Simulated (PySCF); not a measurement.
## Electronic structure of C$_{5}$H$_{15}$NOSi$_{2}$ in real space

```xyz
24

C     2.4506    0.7223    0.2807
C     1.7729   -0.3928    0.0601
C     1.5027   -0.9196   -1.3143
C     1.1909   -1.1972    1.1925
C    -0.1826   -0.6510    1.6066
O    -1.1138   -0.8257    0.5851
Si   -2.1527    0.2407   -0.0917
N    -2.8702   -0.5615   -1.4353
Si   -1.1188    2.1673   -0.7990
H     2.6396    1.0846    1.2776
H     2.8444    1.3188   -0.5241
H     1.8337   -0.2194   -2.0769
H     2.0242   -1.8668   -1.4571
H     0.4373   -1.1071   -1.4349
H     1.0706   -2.2389    0.8912
H     1.8443   -1.1548    2.0656
H    -0.5407   -1.1914    2.4927
H    -0.0880    0.4104    1.8664
H    -3.2660    0.4274    0.8535
H    -2.4215   -0.5286   -2.3351
H    -3.2750   -1.4729   -1.2941
H    -0.0115    2.5820    0.0742
H    -0.5386    2.0888   -2.1475
H    -2.0435    3.3051   -0.8269
```

Geometry: GFN2-xTB.

The calculation used PySCF 2.14.0, PBE0/pcSseg-1, SCF density, gas phase, non-relativistic.

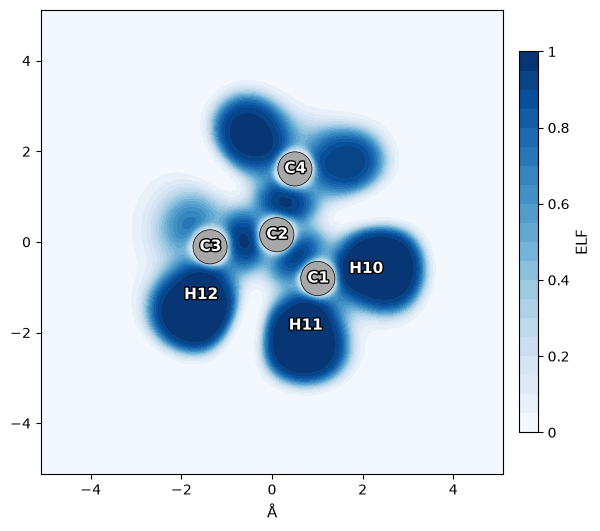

Figure 1. ELF on the plane of atoms C2, C1 and H11. Grey discs cover the atomic cores.

Q: Describe what can be read from this map.

A:
- The section cuts through C and H sites.
- C–C (1.32 Å): the ELF peaks at about 0.90 between the atoms: a short, multiple covalent bond.
- C–C (1.50 Å): the ELF peaks at about 0.95 between the atoms, as expected for a shared electron pair.

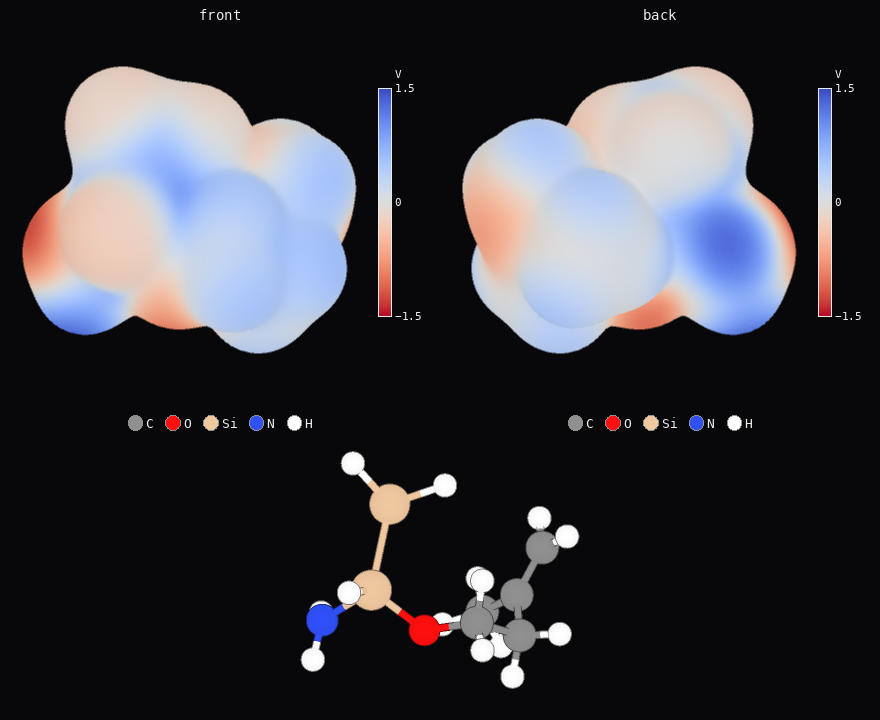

Figure 2. The molecular electrostatic potential painted on the density surface at 0.001 e/bohr³, seen from the front and from behind; red is negative and blue positive. The bare structure is drawn below in the same view.

Q: Describe the electrostatic potential map.

A: The most negative region (about −1.1 V) lies over N8, the most positive (about +1.2 V) over H20 and H21. N8 is the likeliest acceptor of a hydrogen bond.

Q: What dipole moment does the calculation give?

A: Its dipole moment is 1.22 D.
